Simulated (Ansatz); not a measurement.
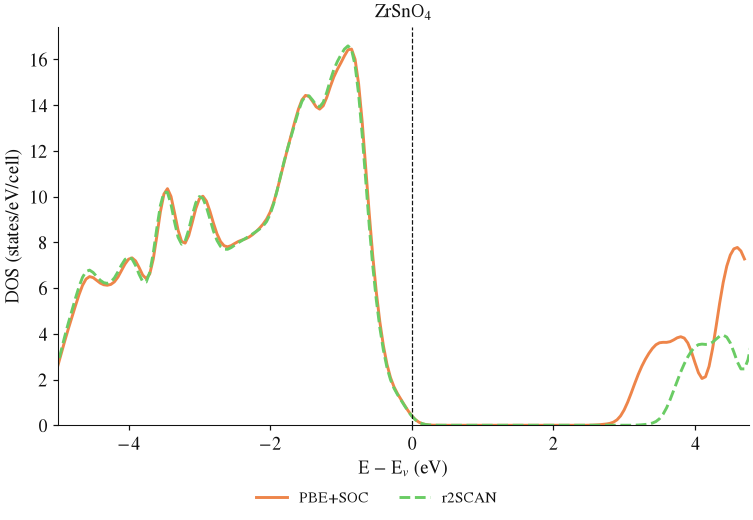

Total densities of states of ZrSnO$_{4}$, space group P-42_1m (No. 113), 12 atoms in the cell, rutile host type, by two methods on the same cell. The curves are built from the levels of the k mesh with Gaussians 0.3 eV wide, which also blur the band edges. Each is counted from its own valence-band top.

What changes from one method to the other?

Answer. PBE+SOC gives a gap of 2.79 eV and r2SCAN gives a gap of 3.41 eV.

Settings. PBE+SOC: DFT, PBE with spin-orbit coupling, plane waves, PAW, 6×6×4 k mesh, 420 eV cutoff (Ansatz). r2SCAN: DFT, r2SCAN, plane waves, PAW, no spin polarisation, 6×6×4 k mesh, 500 eV cutoff (Ansatz 0.2.0).
